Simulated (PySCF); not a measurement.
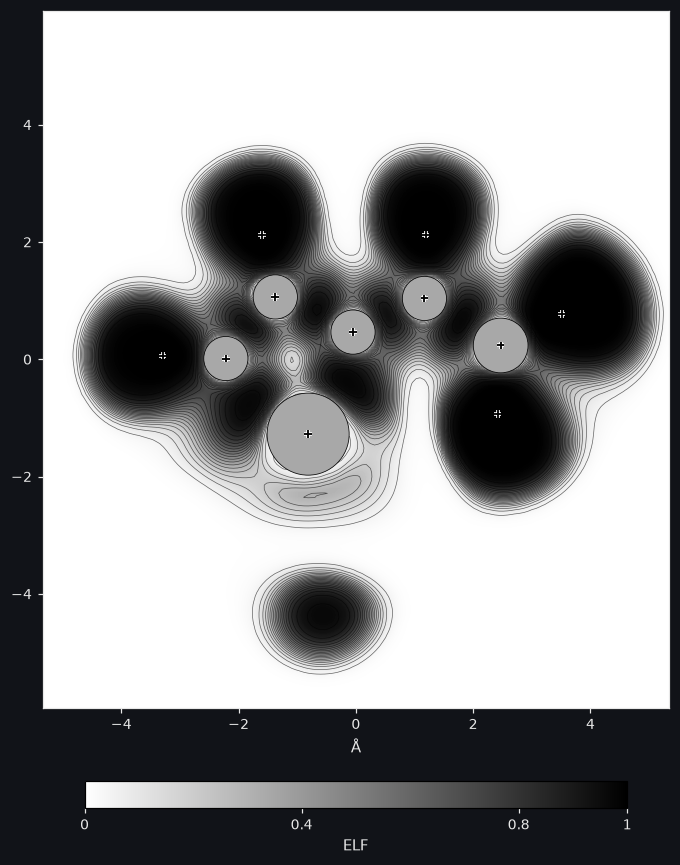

The electron localisation function on a plane through atoms (crosses mark nuclei in the plane; grey discs cover the cores).

Level of theory: PySCF 2.14.0, PBE0/pcSseg-1, SCF density, gas phase, non-relativistic.

Candidates:
A. C$_{5}$H$_{9}$BOSi
B. C$_{4}$H$_{8}$F$_{2}$Si

**Which candidate gave the map?**

Candidate A: C$_{5}$H$_{9}$BOSi on the plane of atoms C4, C3 and Si6, which holds B, C, Si and H. C–C (1.35 Å): the ELF peaks at about 0.95 between the atoms (localised, covalent bonding). C–B (1.53 Å): the ELF peaks at about 1 between the atoms: a covalent bond.
